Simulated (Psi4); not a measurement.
# GeH2O2 (SMILES [OH][Ge][OH]) at CCSD(T)/def2-SVPD

Aim: the energy change on altering one bond length of GeH2O2 at CCSD(T)/def2-SVPD, from 2 runs. 

Program for the calculation: Psi4 1.11.

## Step 1: Starting point

GeH2O2: 5 atoms, total charge 0, spin state singlet. As SMILES, `[OH][Ge][OH]`. Geometry: relaxed at PBE0-D4/def2-TZVP. This is one conformer, not always the lowest.

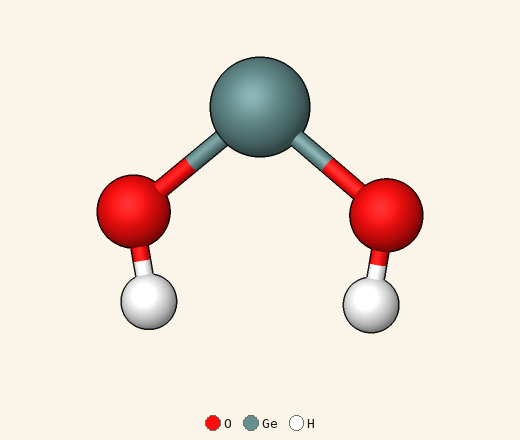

Viewed from a chosen angle; oxygen red, germanium teal, hydrogen white.

## Step 2: A single-point energy at CCSD(T)/def2-SVPD

The input, job.in:

```
memory 1.6 GB

molecule {
  0 1
  O
  Ge 1 r2
  O 2 r3 1 a3
  H 1 r4 2 a4 3 d4
  H 3 r5 2 a5 1 d5

  r2 = 1.789818
  r3 = 1.789862
  a3 = 102.36801
  r4 = 0.961324
  a4 = 118.76235
  d4 = 0.08568
  r5 = 0.961335
  a5 = 118.76472
  d5 = -0.08234
  units angstrom
  symmetry c1
}

set basis def2-SVPD
set puream true
set e_convergence 1e-09
set d_convergence 1e-08
set scf_type pk
set num_frozen_docc 11

E, wfn = energy("ccsd(t)", return_wfn=True)
print_variables()
```

The run is started by

```sh
$ psi4 job.in job.out -n 1
```

job.out:

```text
[...]
  Running in c1 symmetry.
[...]
  Nuclear repulsion =  189.662088137961092
[...]
  Multiplicity = 1
[...]
  Nalpha       = 25
  Nbeta        = 25
[...]
    Number of basis functions: 100
[...]
   @RHF iter   1: -2224.99653735795710   -3.97753e+00   2.06688e-02 DIIS/ADIIS
[...]
   @RHF iter  11: -2225.93420523310169   -1.04592e-11   7.36605e-09 DIIS
[...]
    Orbital Energies [Eh]
    ---------------------
    Doubly Occupied:
       1A   -405.231224     2A    -52.154550     3A    -46.255815
       4A    -46.254456     5A    -46.253814     6A    -20.566258
       7A    -20.566230     8A     -7.213363     9A     -5.191351
      10A     -5.188175    11A     -5.184482    12A     -1.668390
      13A     -1.666833    14A     -1.664774    15A     -1.659966
      16A     -1.655612    17A     -1.320500    18A     -1.291272
      19A     -0.746016    20A     -0.687208    21A     -0.599821
      22A     -0.532262    23A     -0.506498    24A     -0.499466
      25A     -0.385899
[...]
  @RHF Final Energy: -2225.93420523310169
   => Energetics <=
    Nuclear Repulsion Energy =            189.6620881379610921
    One-Electron Energy =               -3481.3041139314859720
    Two-Electron Energy =                1065.7078205604229879
    Total Energy =                      -2225.9342052331016930
[...]
 Multipole Moments:
 ------------------------------------------------------------------------------------
     Multipole            Electronic (a.u.)      Nuclear  (a.u.)        Total (a.u.)
 ------------------------------------------------------------------------------------
 L = 1.  Multiply by 2.5417464519 to convert [e a0] to [Debye]
 Dipole X            :          0.0007630           -0.0024896           -0.0017266
 Dipole Y            :          4.7201866           -5.1962813           -0.4760946
 Dipole Z            :          3.7970664           -4.1801649           -0.3830984
 Magnitude           :                                                    0.6110921
[...]
      * MP2 total energy                      = -2226.554299562748383
[...]
      * CCSD total energy                     = -2226.557023289421522
[...]
      * CCSD(T) total energy                  = -2226.576780561716078
[...]
```

Run time: 56 s. Hardware: 1 thread of Intel Xeon Platinum 8375C at 2.90GHz (Ice Lake), shared host; peak memory 0.79 GiB.

## Step 3: The distorted shape

The input, job.in:

```
memory 1600 mb

molecule system {
  O
  Ge 1 R2
  O 2 R3 1 A3
  H 1 R4 2 A4 3 D4
  H 3 R5 2 A5 1 D5

  R2 = 1.789818
  R3 = 1.789862
  A3 = 102.36801
  R4 = 0.961324
  A4 = 118.76235
  D4 = 0.08568
  R5 = 1.1055
  A5 = 118.76472
  D5 = -0.08236
  symmetry c1
  no_reorient
  no_com
}

set puream true
set e_convergence 1e-09
set d_convergence 1e-08
set scf_type pk
set num_frozen_docc 11

result = energy("ccsd(t)/def2-SVPD")
```

The run is started by

```sh
$ psi4 -i job.in -o job.out -n 1
```

job.out:

```text
[...]
  Running in c1 symmetry.
[...]
  Nuclear repulsion =  188.763806877462201
[...]
  Multiplicity = 1
[...]
  Nalpha       = 25
  Nbeta        = 25
[...]
    Number of basis functions: 100
[...]
   @RHF iter   1: -2224.95799924470930   -4.04134e+00   2.07197e-02 DIIS/ADIIS
[...]
   @RHF iter  13: -2225.91419680205991    0.00000e+00   2.28376e-09 DIIS
[...]
    Orbital Energies [Eh]
    ---------------------
    Doubly Occupied:
       1A   -405.230156     2A    -52.153500     3A    -46.254770
       4A    -46.253396     5A    -46.252774     6A    -20.576922
       7A    -20.564994     8A     -7.212301     9A     -5.190300
      10A     -5.187130    11A     -5.183429    12A     -1.667296
      13A     -1.665698    14A     -1.663722    15A     -1.658923
      16A     -1.654561    17A     -1.311054    18A     -1.268409
      19A     -0.732995    20A     -0.661435    21A     -0.593446
      22A     -0.529474    23A     -0.502644    24A     -0.496287
      25A     -0.384275
[...]
  @RHF Final Energy: -2225.91419680205991
   => Energetics <=
    Nuclear Repulsion Energy =            188.7638068774622013
    One-Electron Energy =               -3479.6562256300335321
    Two-Electron Energy =                1064.9782219505118519
    Total Energy =                      -2225.9141968020594504
[...]
 Multipole Moments:
 ------------------------------------------------------------------------------------
     Multipole            Electronic (a.u.)      Nuclear  (a.u.)        Total (a.u.)
 ------------------------------------------------------------------------------------
 L = 1.  Multiply by 2.5417464519 to convert [e a0] to [Debye]
 Dipole X            :          0.0008740           -0.0026729           -0.0017988
 Dipole Y            :          4.7807487           -5.2918163           -0.5110676
 Dipole Z            :          3.8750386           -4.2895524           -0.4145138
 Magnitude           :                                                    0.6580388
[...]
      * MP2 total energy                      = -2226.541302844354050
[...]
      * CCSD total energy                     = -2226.543127875291248
[...]
      * CCSD(T) total energy                  = -2226.563711231276557
[...]
```

It took 60 s on 1 thread of Intel Xeon Platinum 8375C at 2.90GHz (Ice Lake), shared host; peak memory 0.78 GiB.

## Step 4: Summary of results

Level: CCSD(T)/def2-SVPD, 11 core orbitals frozen.

| quantity | value |
| --- | --- |
| first shape: total energy | -2226.57678 Eh |
| first shape: HOMO energy (Hartree–Fock orbitals) | -10.50 eV |
| first shape: LUMO energy (Hartree–Fock orbitals) | 1.38 eV |
| first shape: HOMO–LUMO gap (Hartree–Fock orbitals) | 11.88 eV |
| first shape: correlation energy (11 core orbitals frozen) | -642.6 mEh |
| first shape: (T) correction | -19.76 mEh |
| first shape: T1 diagnostic | 0.016 |
| distorted shape: total energy | -2226.56371 Eh |
| distorted shape: HOMO energy (Hartree–Fock orbitals) | -10.46 eV |
| distorted shape: LUMO energy (Hartree–Fock orbitals) | 1.41 eV |
| distorted shape: HOMO–LUMO gap (Hartree–Fock orbitals) | 11.87 eV |
| distorted shape: correlation energy (11 core orbitals frozen) | -649.5 mEh |
| distorted shape: (T) correction | -20.58 mEh |
| distorted shape: T1 diagnostic | 0.017 |
| energy change with the O3–H5 bond stretched from 0.961 to 1.105 Å | 0.356 eV |

**Reading.** With the O3–H5 bond stretched from 0.961 to 1.105 Å the energy rises by 0.36 eV (8.2 kcal/mol). The first shape isn't relaxed at this level, so the change isn't measured from a minimum. The triples (first shape) make up 3.1 % of the correlation energy. The triples (distorted shape) make up 3.2 % of the correlation energy.
